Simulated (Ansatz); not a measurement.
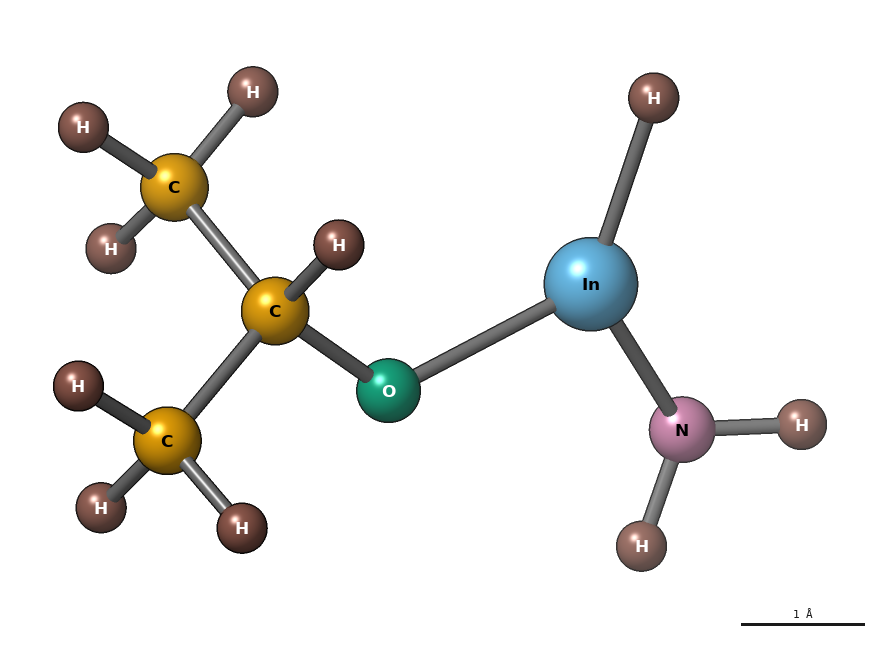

Rendered structure (ball-and-stick style). Every bond is drawn as one stick, whatever its order.

Description:

It has 16 atoms: 3 carbon, 10 hydrogen, 1 indium, 1 nitrogen and 1 oxygen (C3H10InNO). SMILES: `CC(C)[O][InH][NH2]`. This geometry has C1 symmetry. Coordination, clear cases only: 3 C tetrahedral; 1 O bent; 1 In trigonal planar.

The parts below concern this one geometry. Atoms keep their numbers from picture to picture. The computed structure is the end point of a PBE0-D4/def2-TZVP optimisation.

Electronic properties

Method: RKS r2SCAN-D4/def2-TZVPP, core potentials on In (Ansatz 0.2.0).

**What is the HOMO energy (Kohn–Sham orbital)?**

−5.85 eV.

**Estimate the dispersion correction.**

−8.3 kJ/mol.

**Give the dipole moment at this level.**

1.54 D.

**Give the vertical ionisation energy at this level.**

8.46 eV.

Charges

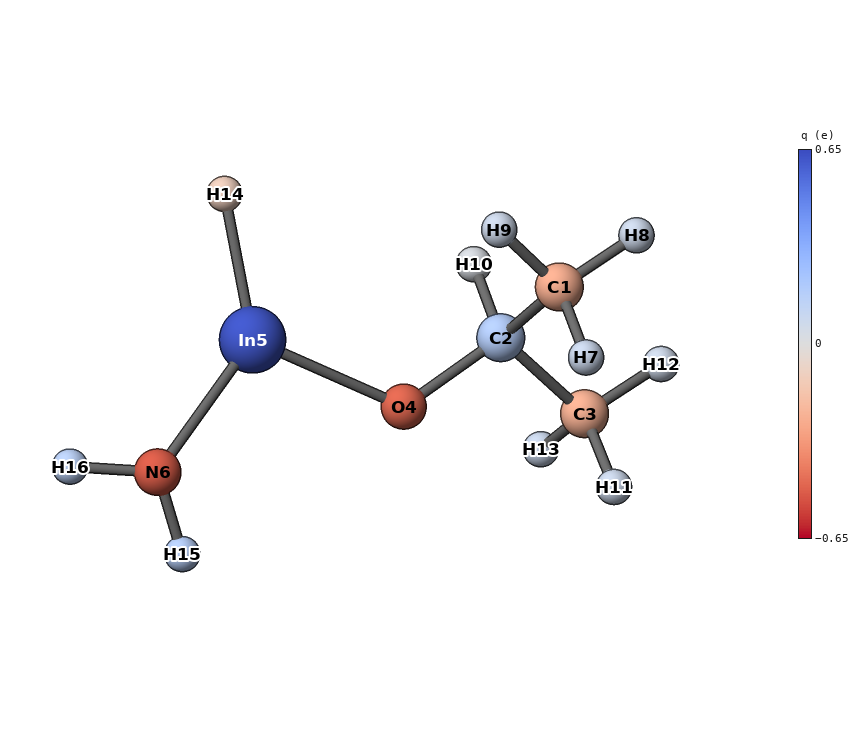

Atoms are coloured by their Mulliken charges. Properties computed with RKS PBE-D4/def2-TZVPP, core potentials on In (Ansatz 0.2.0).

List the Mulliken charges.

```csv
atom,value (e)
C1,−0.25
C2,0.17
C3,−0.24
O4,−0.46
In5,0.61
N6,−0.48
H7,0.08
H8,0.07
H9,0.07
H10,0.02
H11,0.07
H12,0.06
H13,0.08
H14,−0.10
H15,0.16
H16,0.14
```

Vibrations

Harmonic vibrations computed with RKS PBE0-D4/def2-TZVP, core potentials on In (Ansatz 0.2.0) at a stationary point of the same level.

**How many vibrational modes are there, and where do they lie?**

42 modes: 28, 54, 77, 161, 229, 262, 292, 306, 319, 400, 424, 429, 466, 613, 631, 752, 856, 918, 936, 1013, 1156, 1168, 1190, 1360, 1370, 1389, 1399, 1468, 1472, 1483, 1495, 1548, 1873, 2937, 3031, 3046, 3103, 3119, 3126, 3133, 3587, 3695 cm⁻¹.

Mulliken values depend strongly on the basis set and can even reverse the polarity of a bond.
